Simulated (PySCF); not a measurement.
# One shape, several levels: triplet AlH3Cl−

Aim: a comparison of 6 runs (UB3LYP/STO-3G, UPBE0/STO-3G, UMP2/STO-3G, NEVPT2(4,4)/STO-3G, ROCCSD(T)/STO-3G, FCI/STO-3G) of triplet AlH3Cl−. The job is set up through a Python script.

Program for the calculation: PySCF 2.14.0.

11 further runs of the same task are left out: 2 that didn't finish, 9 set aside as unsound or not needed.

## (1) The molecule

AlH3Cl− has 5 atoms, charge -1, and is taken as a triplet. SMILES of the parent species: `[H][Al-]([H])([H])[Cl]`. Geometry: a GFN2-xTB relaxation, a rough one for these elements and not checked as a minimum. That shape belongs to the parent species and isn't relaxed for this state.

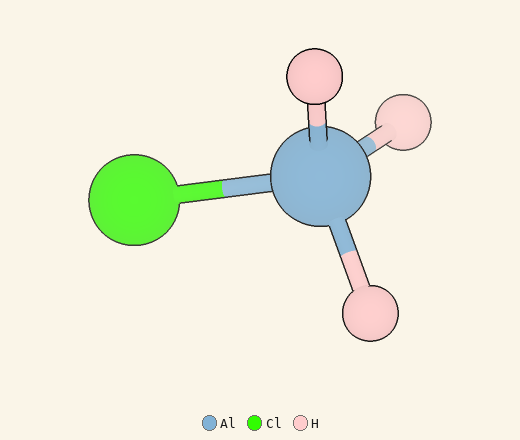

The structure, seen from a chosen angle (aluminium light blue, chlorine green, hydrogen pink).

## (2) A single-point energy at UB3LYP/STO-3G (run 1)

Contents of input.py:

```python
from pyscf import gto, dft

system = gto.Mole()
system.atom = '''
Al      -0.002450       0.000420      -0.134210
Cl       0.013850      -0.018360       1.961810
H        1.532100       0.011680      -0.616990
H       -0.775390       1.334390      -0.590440
H       -0.768110      -1.328130      -0.620160
'''
system.basis = 'sto-3g'
system.spin = 2
system.verbose = 3
system.max_memory = 1860
system.charge = -1
system.build()

calc0 = dft.UKS(system)
calc0.xc = 'b3lyp'
calc0.conv_tol = 1e-10
calc0.grids.level = 5
calc0.kernel()
if not calc0.converged:
    calc0 = calc0.newton().run(calc0.mo_coeff, calc0.mo_occ)

etot = calc0.e_tot
print('E = %.10f Eh' % etot)
```

Started as:

```sh
OMP_NUM_THREADS=1 python input.py
```

The program printed:

```text
WARN: HOMO 0.147201372130294 >= LUMO -0.316224305222668

WARN: HOMO 0.461563878579402 >= LUMO 0.139487189323817

WARN: HOMO 0.490823955147239 >= LUMO 0.13253596826841

WARN: HOMO 0.487455389930963 >= LUMO 0.142716282752814

WARN: HOMO 0.483245819562523 >= LUMO 0.14416216968249

WARN: HOMO 0.482421256002306 >= LUMO 0.145146133277295

WARN: HOMO 0.481286378575355 >= LUMO 0.145931099195393

WARN: HOMO 0.480469820934897 >= LUMO 0.146396923924566

WARN: HOMO 0.480140647750441 >= LUMO 0.146626252457337

WARN: HOMO 0.480114873838362 >= LUMO 0.14666467966074

WARN: HOMO 0.480123967977743 >= LUMO 0.146683246956056

WARN: HOMO 0.48011730770177 >= LUMO 0.146680323135379

WARN: HOMO 0.480130714783719 >= LUMO 0.146674522229776

WARN: HOMO 0.480118856276185 >= LUMO 0.146676477915388

WARN: HOMO 0.48012494766046 >= LUMO 0.146672384726385

WARN: HOMO 0.480125191696212 >= LUMO 0.146672060873273

WARN: HOMO 0.480124429652171 >= LUMO 0.146672426398105

WARN: HOMO 0.480124312110962 >= LUMO 0.146672405093471

converged SCF energy = -696.077409112842  <S^2> = 2.0033588  2S+1 = 3.0022383
E = -696.0774091128 Eh
```

Wall time 11 s (1 thread of Intel Xeon Platinum 8259CL at 2.50GHz (Skylake/Cascade Lake), shared host); peak memory 0.22 GiB.

## (3) A single-point energy at UPBE0/STO-3G (run 2)

Contents of job.py:

```python
from pyscf import gto, dft

mol = gto.M(
    atom='''
Al    -0.004630     0.000794    -0.253620
Cl     0.026173    -0.034695     3.707284
H      2.895249     0.022072    -1.165942
H     -1.465275     2.521632    -1.115770
H     -1.451518    -2.509802    -1.171933
''',
    spin=2,
    verbose=4,
    max_memory=1860,
    basis='sto-3g',
    charge=-1,
    unit='bohr',
)

mf = dft.UKS(mol)
mf.xc = 'pbe0'
mf.grids.level = 5
mf.conv_tol = 1e-10
mf.kernel()
if not mf.converged:
    mf = mf.newton().run(mf.mo_coeff, mf.mo_occ)

etot = mf.e_tot
print('E = %.10f Eh' % etot)
```

Started as:

```sh
OMP_NUM_THREADS=1 python job.py
```

The program printed:

```text
PySCF version 2.14.0

[... 52 lines left out ...]
[... the frontier-level lines of each cycle are left out ...]
[... 19 lines left out ...]
[... 23 lines left out ...]
[... 23 lines left out ...]
[... 23 lines left out ...]
[... 1 line left out ...]
cycle= 16 E= -695.813105010573  delta_E= -1.15e-10  |g|= 5.6e-07  |ddm|= 0.000133


cycle= 17 E= -695.813105010575  delta_E= -1.25e-12  |g|= 2.4e-07  |ddm|= 1.46e-05


Extra cycle  E= -695.813105010575  delta_E= 1.14e-13  |g|= 1.16e-07  |ddm|= 2.27e-06
converged SCF energy = -695.813105010575  <S^2> = 2.0024382  2S+1 = 3.001625
E = -695.8131050106 Eh
```

It took 10 s on 1 thread of Intel Xeon Platinum 8259CL at 2.50GHz (Skylake/Cascade Lake), shared host; peak memory 0.22 GiB.

## (4) The energy at UMP2/STO-3G (run 3)

Contents of run.py:

```python
from pyscf import gto, scf, mp

system = gto.M(
    atom='''
Al  -0.002450   0.000420  -0.134210
Cl   0.013850  -0.018360   1.961810
H    1.532100   0.011680  -0.616990
H   -0.775390   1.334390  -0.590440
H   -0.768110  -1.328130  -0.620160
''',
    max_memory=1860,
    charge=-1,
    verbose=3,
    spin=2,
    basis='sto-3g',
)

mf = scf.UHF(system)
mf.conv_tol = 1e-10
mf.kernel()
if not mf.converged:
    mf = mf.newton().run(mf.mo_coeff, mf.mo_occ)

pt = mp.MP2(mf, frozen=10).run()
etot = pt.e_tot
print('E(%s) = %.9f' % ('MP2', etot))
```

Started as:

```sh
OMP_NUM_THREADS=1 python run.py
```

The program printed:

```text
WARN: HOMO 0.297471776119286 >= LUMO -0.312609128964192

WARN: HOMO 0.405180014999392 >= LUMO 0.238105519850144

WARN: HOMO 0.390302900790792 >= LUMO 0.282336645199429

WARN: HOMO 0.377620429056264 >= LUMO 0.302552014182085

WARN: HOMO 0.360985519652114 >= LUMO 0.330165709401368

WARN: HOMO 0.355702143794372 >= LUMO 0.346251313681

converged SCF energy = -694.881818799835  <S^2> = 2.0029947  2S+1 = 3.0019958
E(UMP2) = -694.907957784162  E_corr = -0.0261389843269015
E(SCS-UMP2) = -694.912320662757  E_corr = -0.0305018629217109
E(MP2) = -694.907957784
```

Run time: 1.1 s. Hardware: 1 thread of Intel Xeon Platinum 8259CL at 2.50GHz (Skylake/Cascade Lake), shared host; peak memory 0.12 GiB.

Runs 4 to 5 aren't shown in full; the table further down has their settings and results.

## (5) The energy at FCI/STO-3G (run 6)

Contents of run.py:

```python
from pyscf import gto, mcscf

mol = gto.M(
    atom='''
Al    -0.004630     0.000794    -0.253620
Cl     0.026173    -0.034695     3.707284
H      2.895249     0.022072    -1.165942
H     -1.465275     2.521632    -1.115770
H     -1.451518    -2.509802    -1.171933
''',
    unit='bohr',
    charge=-1,
    basis='sto-3g',
    verbose=4,
    spin=2,
    max_memory=1860,
)

myscf = mol.ROHF()
myscf.conv_tol = 1e-10
myscf.kernel()
if not myscf.converged:
    myscf = myscf.newton().run(myscf.mo_coeff, myscf.mo_occ)

cas = mcscf.CASCI(myscf, myscf.mo_coeff.shape[-1] - 10, (mol.nelec[0] - 10, mol.nelec[1] - 10))  # full CI above the frozen core
cas.fix_spin_(ss=2.0)
cas.kernel()
etot = cas.e_tot
print('E = %.10f Eh' % etot)
```

Started as:

```sh
OMP_NUM_THREADS=1 python run.py
```

The program printed:

```text
PySCF version 2.14.0

[... 75 lines left out ...]
converged SCF energy = -694.881170423545
[... 1 line left out ...]
******** <class 'pyscf.mcscf.casci.CASCI'> ********
CAS (8e+6e, 11o), ncore = 10, nvir = 0
natorb = False
canonicalization = True
sorting_mo_energy = False
******** <class 'pyscf.fci.addons.SpinPenaltyFCISolver'> ********
max. cycles = 200
conv_tol = 1e-08
davidson only = True
linear dependence = 1e-12
level shift = 0.001
max iter space = 12
nroots = 1
pspace_size = 400
spin = None
Density matrix diagonal elements [1.99936503 1.92727593 1.93727284 1.96827957 1.95228119 1.54276913
 1.60731485 0.57629955 0.04225788 0.31731021 0.12957383]
CASCI converged
CASCI E = -694.930495206577  E(CI) = -30.1903247554545  S^2 = 2.0000000
E = -694.9304952066 Eh
```

Run time: 4.5 s. Hardware: 1 thread of Intel Xeon Platinum 8259CL at 2.50GHz (Skylake/Cascade Lake), shared host; peak memory 0.13 GiB.

## (6) The series

| run | level | integration grid | frozen core orbitals | energy (Eh) | ⟨S²⟩ | wall time |
| --- | --- | --- | --- | --- | --- | --- |
| 1 | UB3LYP/STO-3G | 5 | – | -696.077409 | 2.003 | 11 s |
| 2 | UPBE0/STO-3G | 5 | – | -695.813105 | 2.002 | 10 s |
| 3 | UMP2/STO-3G | – | 10 | -694.907958 | 2.003 | 1.1 s |
| 4 | NEVPT2(4,4)/STO-3G | – | – | -694.918598 | – | 1.4 s |
| 5 | ROCCSD(T)/STO-3G | – | 10 | -694.929305 | 2.000 | 1.5 s |
| 6 | FCI/STO-3G | – | 10 | -694.930495 | – | 4.5 s |

## (7) Outcome

```
                                           quantity          value
                                run 6: total energy  -694.93050 Eh
run 6: correlation energy (10 core orbitals frozen)      -49.3 mEh
```

In words: Against full CI in this basis: UMP2 +22.5 mEh; ROCCSD(T) +1.2 mEh. Totals of different functionals can't be ranked against each other. In runs 1, 2, 3, 4, 5, 6 the HOMO lies above zero, so the outermost electron may be held by the basis alone. In run 5 the T1 diagnostic is large, so a single reference may not serve. In runs 1, 2, 3, 4, 5, 6 the basis is minimal, so the values are rough. All runs together took 30 s, the longest 11 s.
